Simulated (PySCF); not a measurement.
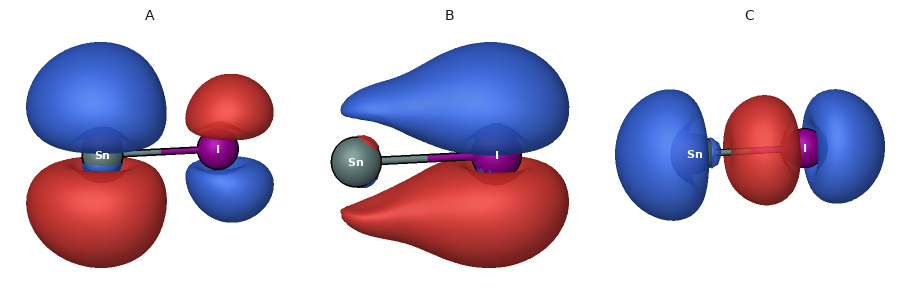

The picture shows: SnI (charge +1). Three frontier orbitals, each drawn at the value that holds 80 % of its norm (blue and red are the two phases), in no order; of a degenerate pair one member is drawn.

Theory: PBE0/x2c-SVPall, spin-free X2C-1e, Gaussian nucleus, at a bond length of 2.614 Å (PySCF).

Label each orbital by symmetry, say whether it is occupied, and order them by energy.

Orbital C: σ, occupied, −13.86 eV; shared between the atoms (Sn 45 %, I 55 %).
Orbital B: π, occupied, −13.44 eV; mainly on I (85 %).
Orbital A: π, empty, −8.77 eV; mainly on Sn (85 %).
